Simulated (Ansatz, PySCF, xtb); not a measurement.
CHN (SMILES C#N) and H4OSi (SMILES O[SiH3]) are pulled apart as rigid monomers along the line of their centres of mass, from the B3LYP-D3(BJ)/def2-TZVP minimum. Starting geometry (charge 0, multiplicity 1):
```tsv
atom	x (Å)	y (Å)	z (Å)
C	0.5763	1.5375	-0.6186
N	0.6017	1.1518	0.4578
H	0.5529	1.8977	-1.6230
O	0.6634	0.1526	3.2485
Si	-0.5380	-0.8935	3.6461
H	0.6835	0.5046	2.3473
H	-1.8867	-0.2861	3.4968
H	-0.3269	-1.2623	5.0621
H	-0.5120	-2.1247	2.8134
```

Interaction energies with rigid monomers; basis-set methods are counterpoise corrected unless marked otherwise.

Rows in STO-3G carry no dispersion term and start afresh at each structure.

Run with Ansatz (Gaussian basis) for Hartree–Fock, density functionals and correlated methods; PySCF for STO-3G rows, the dispersion terms; xtb for the GFN methods. Each number belongs to the level named beside it.

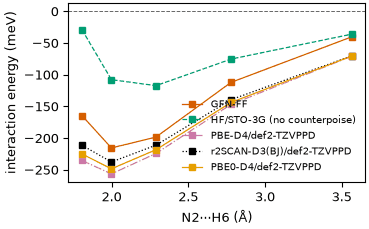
Figure: Interaction energy against separation

Problem. Which level binds most strongly at N2···H6 = 2.00, and by how much?

Solution. PBE-D4/def2-TZVPPD, -256 meV.

Ansatz is a first-principles code.
